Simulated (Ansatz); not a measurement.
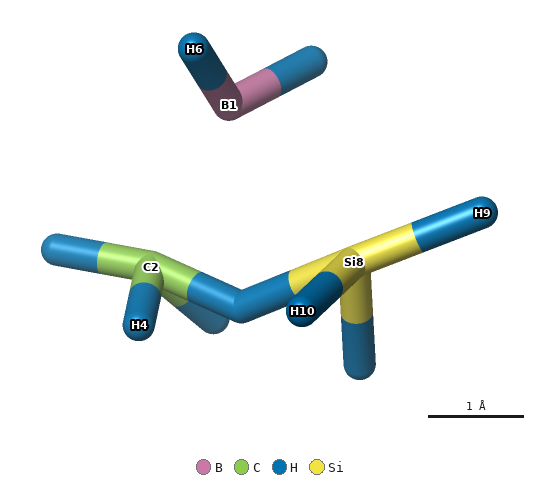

*The structure as given in the input (stick view, seen at a tilt; atoms are numbered from 1 in the order of the input).*

# CH9BSi: geometry relaxation (part 1 of 2)

- system: CH9BSi
- method: RKS PBE0-D4/6-31G* (Ansatz 0.2.0)

The input holds or restrains some coordinates. Forces given for the steps count only the free coordinates. It belongs to a series of runs on one base structure; here: pulled along the bonds that form and break, towards end B. Figures and captions count atoms from 1; the log counts them from 0 in places.

The program's output:
```
The last accepted step is kept in [file] (removed where the run ends without a failure and the disk answers)
Engine: ansatz 0.2.0, x86_64-unknown-linux-gnu
Functional definition: PBE0
  parameter a = 0.25
  parameter kappa = 0.804
  parameter beta = 0.06672455060314922
  exchange = (1 - a)*pbe_x(kappa = kappa, mu = beta*pi^2/3) + a*exact_x
  correlation = pbe_c(beta = beta)
808 factors; integrals over basis functions are off by at most 5.5e-4 eV
mean field evaluation 1: about -9720.6231 eV, gradient 3.2e1 eV
mean field evaluation 2: about -9720.2288 eV, gradient 3.4e1 eV
mean field evaluation 4: about -9723.4637 eV, gradient 8.2e-1 eV
mean field evaluation 8: about -9723.4851 eV, gradient 4.1e-2 eV
mean field -9723.48508330 eV, -357.3314859963 hartree, gradient 7.3e-5 eV, S^2 0.000000; 0 other end points of the search recorded, 0 dependent functions left out
the calculation of the forces begins
reference -9723.48510751 eV, -357.3314868862 hartree; 17, 17 occupied and 50, 50 virtual orbitals, 808 factors
relax step   1: F+E_penalty+E_count = -9723.66229498 eV  Δ(F+E_penalty+E_count) = +0.000e0 eV  max|allowed force component| = 6.475e0 eV/Å  E_restraint = 34.18331086 eV  max|allowed force component, restraints' pulls added| = 3.635e1 eV/Å  Δτ_max = 0.0000 Å  (24 SCF iters, accepted)
  distance B 0 - Si 7 = 2.2500 Å
  distance H 11 - C 1 = 1.1787 Å
  distance B 0 - C 1 = 1.9500 Å
  distance H 11 - Si 7 = 1.4510 Å
these checks for a lower state are left out or cut short: starts, cluster_reference, orbital_swaps, neighbouring_geometries, increment
808 factors; integrals over basis functions are off by at most 6.1e-4 eV
mean field evaluation 16: about -9722.8517 eV, gradient 1.3e1 eV
mean field -9724.05650397 eV, -357.3524853186 hartree, gradient 1.2e-5 eV, S^2 0.000000; 0 other end points of the search recorded, 0 dependent functions left out
[... from here on the field's lines of each further geometry are left out, up to the last ...]
relax step   2: F+E_penalty+E_count = -9724.23151298 eV  Δ(F+E_penalty+E_count) = -5.692e-1 eV  max|allowed force component| = 3.230e0 eV/Å  E_restraint = 15.97854373 eV  max|allowed force component, restraints' pulls added| = 2.077e1 eV/Å  Δτ_max = 0.1986 Å  (32 SCF iters, accepted)
relax step   3: F+E_penalty+E_count = -9723.74716216 eV  Δ(F+E_penalty+E_count) = +4.844e-1 eV  max|allowed force component| = 4.254e0 eV/Å  E_restraint = 5.40331205 eV  max|allowed force component, restraints' pulls added| = 9.804e0 eV/Å  Δτ_max = 0.1947 Å  (27 SCF iters, accepted)
relax step   4: F+E_penalty+E_count = -9723.73237167 eV  Δ(F+E_penalty+E_count) = +1.479e-2 eV  max|allowed force component| = 4.597e0 eV/Å  E_restraint = 0.87212945 eV  max|allowed force component, restraints' pulls added| = 4.515e0 eV/Å  Δτ_max = 0.1948 Å  (29 SCF iters, accepted)
relax step   5: F+E_penalty+E_count = -9723.84833870 eV  Δ(F+E_penalty+E_count) = -1.160e-1 eV  max|allowed force component| = 6.998e0 eV/Å  E_restraint = 0.04872250 eV  max|allowed force component, restraints' pulls added| = 7.919e0 eV/Å  Δτ_max = 0.1946 Å  (30 SCF iters, accepted)
relax step   6: F+E_penalty+E_count = -9724.85868345 eV  Δ(F+E_penalty+E_count) = -1.010e0 eV  max|allowed force component| = 1.948e0 eV/Å  E_restraint = 0.04426601 eV  max|allowed force component, restraints' pulls added| = 2.227e0 eV/Å  Δτ_max = 0.1946 Å  (28 SCF iters, accepted)
relax step   7: F+E_penalty+E_count = -9725.78345645 eV  Δ(F+E_penalty+E_count) = -9.248e-1 eV  max|allowed force component| = 3.333e0 eV/Å  E_restraint = 0.11564198 eV  max|allowed force component, restraints' pulls added| = 3.680e0 eV/Å  Δτ_max = 0.1913 Å  (26 SCF iters, accepted)
relax step   8: F+E_penalty+E_count = -9726.94225951 eV  Δ(F+E_penalty+E_count) = -1.159e0 eV  max|allowed force component| = 5.068e0 eV/Å  E_restraint = 0.16980254 eV  max|allowed force component, restraints' pulls added| = 6.102e0 eV/Å  Δτ_max = 0.1962 Å  (26 SCF iters, accepted)
relax step   9: F+E_penalty+E_count = -9728.36279338 eV  Δ(F+E_penalty+E_count) = -1.421e0 eV  max|allowed force component| = 5.367e0 eV/Å  E_restraint = 0.22459694 eV  max|allowed force component, restraints' pulls added| = 4.753e0 eV/Å  Δτ_max = 0.1954 Å  (26 SCF iters, accepted)
relax step  10: F+E_penalty+E_count = -9729.34461080 eV  Δ(F+E_penalty+E_count) = -9.818e-1 eV  max|allowed force component| = 2.594e0 eV/Å  E_restraint = 0.10896046 eV  max|allowed force component, restraints' pulls added| = 2.437e0 eV/Å  Δτ_max = 0.1948 Å  (26 SCF iters, accepted)
relax step  11: F+E_penalty+E_count = -9729.74755878 eV  Δ(F+E_penalty+E_count) = -4.029e-1 eV  max|allowed force component| = 1.170e0 eV/Å  E_restraint = 0.03317766 eV  max|allowed force component, restraints' pulls added| = 1.170e0 eV/Å  Δτ_max = 0.1967 Å  (26 SCF iters, accepted)
relax step  12: F+E_penalty+E_count = -9729.85196508 eV  Δ(F+E_penalty+E_count) = -1.044e-1 eV  max|allowed force component| = 8.416e-1 eV/Å  E_restraint = 0.01557726 eV  max|allowed force component, restraints' pulls added| = 8.416e-1 eV/Å  Δτ_max = 0.2000 Å  (24 SCF iters, accepted)
relax step  13: F+E_penalty+E_count = -9729.92159271 eV  Δ(F+E_penalty+E_count) = -6.963e-2 eV  max|allowed force component| = 7.644e-1 eV/Å  E_restraint = 0.00911024 eV  max|allowed force component, restraints' pulls added| = 1.771e-1 eV/Å  Δτ_max = 0.1995 Å  (26 SCF iters, accepted)
the calculation of the forces begins
reference -9729.77907951 eV, -357.5627860910 hartree; 17, 17 occupied and 50, 50 virtual orbitals, 808 factors
relax step  14: F+E_penalty+E_count = -9729.92810175 eV  Δ(F+E_penalty+E_count) = -6.509e-3 eV  max|allowed force component| = 7.148e-1 eV/Å  E_restraint = 0.00766946 eV  max|allowed force component, restraints' pulls added| = 1.363e-1 eV/Å  Δτ_max = 0.0978 Å  (22 SCF iters, accepted)
```

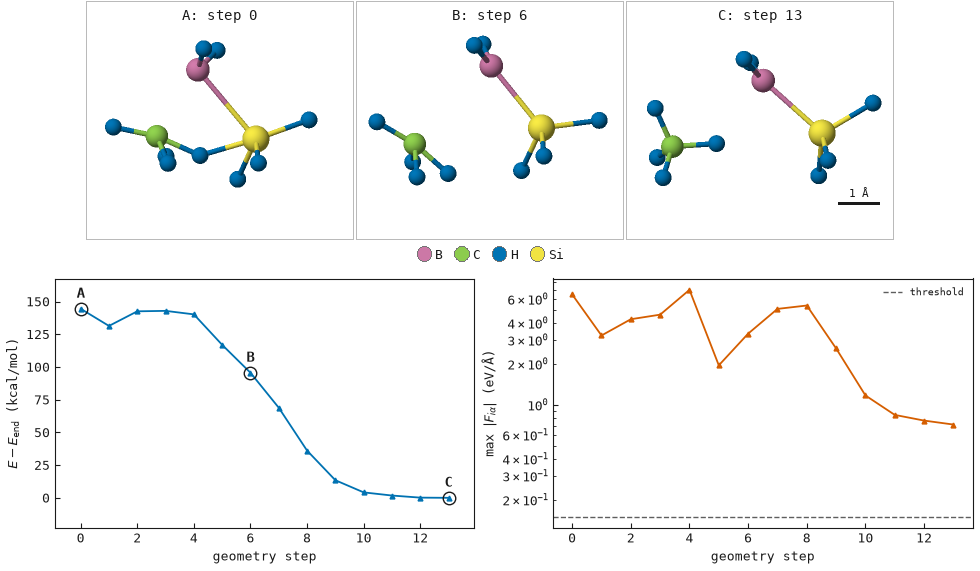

*Frames of the restrained relaxation (ball-and-stick view, seen on its broad side) above the curves, on which the letters mark them (the first geometry is step 0 here and step 1 in the log).*

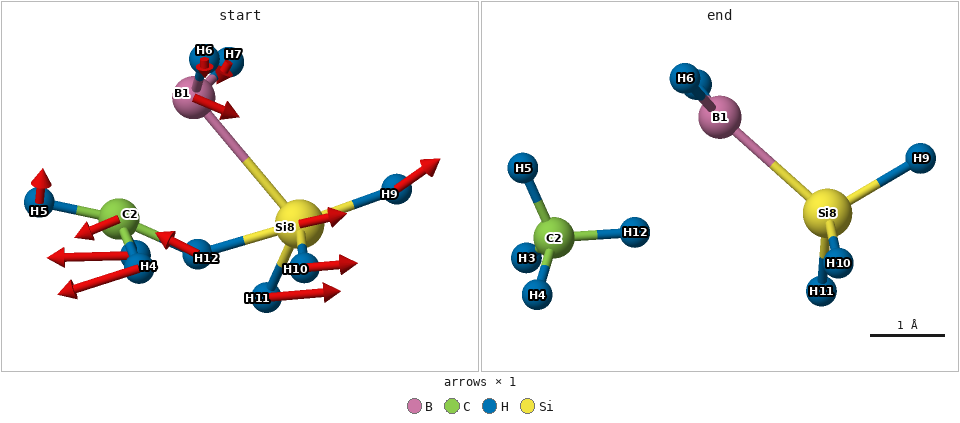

*Before (left) and after (right) the restrained relaxation, at one scale (ball-and-stick view, seen on its broad side). The red arrows give the displacements, at true length.*

The atom that moves furthest after the best rigid fit is H3 (1.22 Å). Largest moves by element: H 1.22 Å, B 0.69 Å, Si 0.68 Å, C 0.66 Å. Among the contacts that change: Si8–H12 1.451 → 2.662 Å, B1–Si8 2.250 → 1.972 Å, C2–H12 1.179 → 1.105 Å, Si8–H9 1.460 → 1.496 Å. Bonds break: Si8–H12 (1.45 → 2.66 Å). Among the angles that change: H5–C2–H12 167.3° → 110.5°, H4–C2–H12 60.6° → 107.5°, H3–C2–H12 69.6° → 107.8°. The energy falls by 144.5 kcal/mol in 13 geometry steps. The largest force component goes from 6.5 to 0.71 eV/Å. (Atoms are counted from 1 in the order of the input.)

```
  distance B 0 - Si 7 = 1.9720 Å
  distance H 11 - C 1 = 1.1052 Å
  distance B 0 - C 1 = 2.7997 Å
  distance H 11 - Si 7 = 2.6617 Å
808 factors; integrals over basis functions are off by at most 6.0e-4 eV
mean field -9729.77905509 eV, -357.5627851934 hartree, gradient 5.0e-5 eV, S^2 0.000000; 1 other end points of the search recorded, 0 dependent functions left out
the calculation of the forces begins
reference -9729.77907951 eV, -357.5627860910 hartree; 17, 17 occupied and 50, 50 virtual orbitals, 808 factors
Total energy: -9729.92812617 eV, -357.5682634546 hartree
Atom 0 at    -0.150389    -0.633283    -0.093729 Å, force     0.027843     0.714766    -0.148386 eV/Å
Atom 1 at     0.044169     0.346638     2.521655 Å, force     0.008390     0.020847    -0.029984 eV/Å
Atom 2 at    -0.876576     0.640530     3.028187 Å, force    -0.020495    -0.008611    -0.011615 eV/Å
Atom 3 at     0.790806     0.012490     3.243966 Å, force     0.026600    -0.009992     0.003885 eV/Å
Atom 4 at     0.433936     1.178971     1.935956 Å, force     0.012657     0.034062     0.006141 eV/Å
Atom 5 at     0.881100    -0.077834    -0.346965 Å, force     0.006901    -0.036321     0.037292 eV/Å
Atom 6 at    -1.150714     0.018197    -0.216153 Å, force     0.002611    -0.029876     0.034621 eV/Å
Atom 7 at    -0.271366    -2.580545     0.193369 Å, force    -0.059095    -0.710212     0.082979 eV/Å
Atom 8 at    -0.700085    -3.182651    -1.107073 Å, force    -0.005396    -0.008680    -0.046850 eV/Å
Atom 9 at     1.001741    -3.252570     0.585871 Å, force     0.008829     0.019867     0.018557 eV/Å
Atom 10 at    -1.309811    -2.953259     1.200579 Å, force     0.001821    -0.001520     0.002073 eV/Å
Atom 11 at    -0.190311    -0.511485     1.865837 Å, force    -0.010668     0.015670     0.051288 eV/Å
Dipole moment:     0.028666     0.203110     0.168856 e Å
```

Trajectory as extended XYZ (Å, eV, eV/Å), 14 frames, from step=1 to step=14:
```
12
Properties=species:S:1:pos:R:3:forces:R:3 step=1 energy=-9723.66230
B     0.0000    0.0000    0.0000   -0.3923  -2.7357   3.0555
C     0.0000    0.0000    1.9500   -0.2796   4.4155  -1.5729
H    -0.9996   -0.3092    2.3205    0.2155   1.5348   0.5449
H     0.7676   -0.7111    2.3205    0.9725   0.9984   1.1707
H     0.2320    1.0203    2.3205    0.1883  -0.5414   0.5960
H     1.0305    0.0000   -0.5950    0.4670   0.1655   0.4513
H    -1.0305    0.0000   -0.5950   -0.5828   0.7198   0.4465
Si   -0.2882   -2.1157    0.7095    0.5131  -3.1459  -6.4746
H    -0.8713   -2.9147   -0.3644   -0.5109  -0.6594  -0.0837
H     1.0024   -2.6819    1.0906    0.4422  -0.7077   0.5098
H    -1.1828   -2.1252    1.8632   -0.4747  -0.9681   0.8463
H    -0.1576   -1.1573    1.7911   -0.5583   0.9242   0.5103
12
Properties=species:S:1:pos:R:3:forces:R:3 step=2 energy=-9724.23151
B    -0.0118   -0.1214   -0.1167   -0.1486  -3.2301   2.7846
C     0.0007    0.0531    2.1010   -0.5501   0.5788  -2.5254
H    -1.0101   -0.2847    2.3429   -0.4121   1.3294   1.3810
H     0.7866   -0.6931    2.3488    0.9995   0.7509   1.7123
H     0.2422    1.0465    2.3532    0.5532   0.9096   0.3976
H     1.0471    0.0004   -0.6024    0.6451   0.6048   0.0829
H    -1.0545    0.0086   -0.6053   -1.0181   1.2384  -0.1071
Si   -0.2883   -2.1827    0.5226    1.7981   2.5267   0.4861
H    -0.8947   -2.9514   -0.4021   -1.6303  -2.6523  -2.0302
H     1.0009   -2.6925    1.0871   -0.0476  -0.5071  -0.0258
H    -1.1657   -2.1411    1.8354    0.4166  -0.5232  -0.7036
H    -0.1501   -1.0365    1.9469   -0.6059  -1.0259  -1.4525
12
Properties=species:S:1:pos:R:3:forces:R:3 step=3 energy=-9723.74716
B    -0.0203   -0.2539   -0.2305    0.0911  -2.0994   2.0329
C    -0.0018    0.0866    2.2256   -0.1875   0.0115  -2.1297
H    -1.0226   -0.2654    2.3723   -0.7378   1.2407   1.3835
H     0.8017   -0.6830    2.3799    0.9410   0.8909   1.6100
H     0.2535    1.0733    2.3537    0.7549   1.9323   0.2348
H     1.0588    0.0153   -0.6049    0.3895   0.6632  -0.1186
H    -1.0736    0.0342   -0.6119   -0.8340   1.2471  -0.3221
Si   -0.2643   -2.2070    0.3602    2.2756   3.6161   4.2542
H    -0.9258   -3.0054   -0.4441   -2.2112  -3.4637  -2.7100
H     0.9959   -2.6973    1.0815   -0.3367  -0.4011  -0.6029
H    -1.1493   -2.1428    1.8085    0.6355  -0.4748  -1.5879
H    -0.1497   -0.9494    2.1211   -0.7804  -3.1627  -2.0441
12
Properties=species:S:1:pos:R:3:forces:R:3 step=4 energy=-9723.73237
B    -0.0225   -0.3678   -0.3308   -0.0718   0.0675   1.1799
C     0.0012    0.1324    2.3232   -0.1275  -0.2335  -1.8091
H    -1.0544   -0.2194    2.4270    0.0878   1.3094   0.6394
H     0.8250   -0.6508    2.4398    0.3607   1.0334   0.8345
H     0.2887    1.1750    2.3462    0.0556  -0.3867   0.1539
H     1.0653    0.0396   -0.6109   -0.1450   0.3218  -0.1324
H    -1.0905    0.0779   -0.6211    0.0961   0.6043  -0.1581
Si   -0.2256   -2.2411    0.2358    1.2864   2.1222   4.5973
H    -0.9747   -3.0991   -0.4982   -1.4750  -2.5329  -1.7317
H     0.9914   -2.7180    1.0497   -0.2892  -0.4033  -0.8811
H    -1.1285   -2.1616    1.7367    0.6627  -0.3417  -1.6129
H    -0.1729   -0.9619    2.3140   -0.4407  -1.5604  -1.0797
12
Properties=species:S:1:pos:R:3:forces:R:3 step=5 energy=-9723.84834
B    -0.0335   -0.4065   -0.3729   -0.0473   0.8048   0.9846
C     0.0007    0.1716    2.3428   -1.1687  -6.9979  -2.0410
H    -1.0169   -0.0776    2.4935   -1.8683   0.5677   0.4937
H     0.8087   -0.5545    2.5313    0.8630   0.0615   0.5176
H     0.2891    1.0817    2.3156    2.0766   6.3305   0.2581
H     1.0388    0.0636   -0.6300   -0.1286   0.0805  -0.1198
H    -1.0713    0.1332   -0.6388    0.1365   0.2506  -0.1004
Si   -0.2223   -2.2549    0.2307    0.0588   0.3440   3.0289
H    -0.9740   -3.2093   -0.5274   -0.3578  -1.0376  -0.7236
H     1.0136   -2.7961    0.9397   -0.2026  -0.1828  -0.6007
H    -1.1101   -2.2037    1.6253    0.5528  -0.1590  -1.1193
H    -0.2202   -0.9423    2.5018    0.0856  -0.0624  -0.5781
```
